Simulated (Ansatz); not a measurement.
# A computed series for Sn: pressure series

Start from Sn in the diamond structure (space group Fd-3m, No. 227; a = 6.5684 Å).

Cell and atoms are relaxed at each pressure.

Level of theory: DFT with r2SCAN, PAW potentials and a 500 eV plane-wave cutoff in Ansatz (a quantum-chemistry and plane-wave program), no spin-orbit coupling, earlier PAW set.

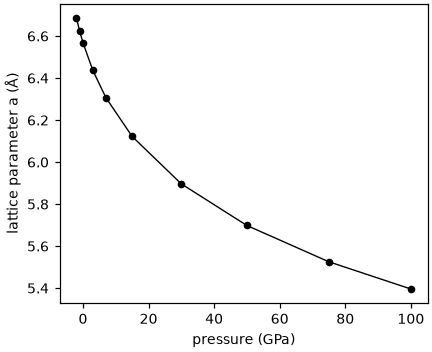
Figure. Lattice parameter a against pressure

Q: From the plot, what is the lattice parameter a for pressure 50 GPa?

A: About 5.7 Å.

Q: Is the trend monotonic over the range shown?

A: Yes, it falls throughout, spanning 5.396 Å to 6.687 Å.

Load acts through the strain it causes; cell and atoms are relaxed under it. Stability against distortions was not tested. Tetrahedral semiconductors of this kind turn to denser phases somewhere between about 1 and 50 GPa; those were not computed, so compressed cells here can lie past the real transition.
